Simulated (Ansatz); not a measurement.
Energy landscape of TaO₂

8 relaxations of TaO2 ended in 6 distinct structures. Level of theory: PBE-D3(BJ) (plane waves to 420 eV, PAW, scalar-relativistic; Ansatz, a quantum-chemistry and plane-wave program).

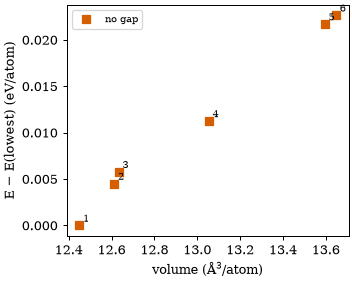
Figure. Energy against volume of the distinct structures, numbered as in the table

| # | space group | Pearson | type | E − E(lowest) (eV/atom) | V (Å³/atom) | coordination | runs ending here |
|---|---|---|---|---|---|---|---|
| 1 | R-3m | hR3 | – | 0.00 | 12.45 | – | 2 |
| 2 | P6₃mc | hP6 | – | 0.00 | 12.61 | – | 1 |
| 3 | P-3m1 | hP3 | CdI2 type | 0.01 | 12.63 | Ta 6 (octahedral), O 3 (trigonal pyramidal) | 2 |
| 4 | P-3m1 | hP6 | – | 0.01 | 13.05 | – | 1 |
| 5 | P6₃/mmc | hP6 | – | 0.02 | 13.59 | – | 1 |
| 6 | R-3m | hR3 | – | 0.02 | 13.65 | – | 1 |

Coordination numbers (neighbours up to the widest gap in distance over summed covalent radii, below 1.35; n+m marks a second, longer set; metal–metal contacts left out). All are gapless at this level. R-3m, hR3 is the lowest among the structures calculated here, level within the accuracy with P6₃mc, hP6; P-3m1, hP3, CdI2 type.

Space group R-3m, hexagonal axes (No. 166); a = b = 3.037 Å, c = 14.026 Å, α = β = 90.00°, γ = 120.00°

```
atom  site  symmetry       x       y       z
----  ----  --------  ------  ------  ------
O       6c        3m  0.0000  0.0000  0.2461
Ta      3b       -3m  0.0000  0.0000  0.5000
```
(The calculation used a cell of 3 atoms; values per cell refer to that cell.)

Each run could gain symmetry but not lose that of its start, so entries can be saddle points. All of these are generated cells (placed on structure types, drawn at random, substituted or restacked) that were not matched to a known phase here. The real structure of this composition may not be among these, and whether this composition forms is not checked here. Static energies at zero pressure. No spin polarisation in the result. The d or f electrons are treated with no Hubbard U.
